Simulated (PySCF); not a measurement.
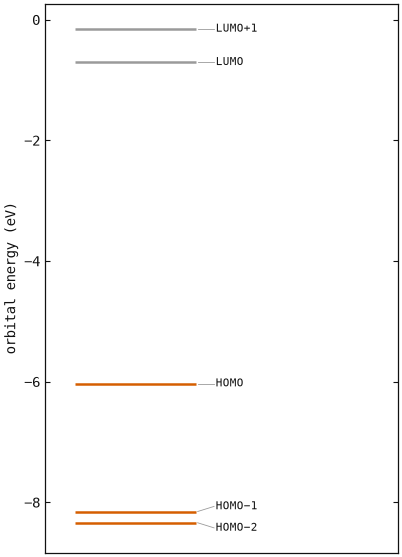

Kohn-Sham orbital energies near the frontier, LDA/def2-SVPD in PySCF, at a PBE0-D3(BJ)/def2-SVP geometry (no frequency check), isolated molecule; empty levels in grey, levels within 0.03 eV side by side.

Which molecule has this level scheme?
A. AlH₂Cl, SMILES [AlH2][Cl], singlet
B. GeNH₅, SMILES [NH2][GeH3], singlet
C. C₂H₄BFO₂, SMILES FB1OCCO1

B. HOMO −6.03 eV, LUMO −0.70 eV, separation 5.33 eV.

Note: empty levels above zero depend strongly on the basis.
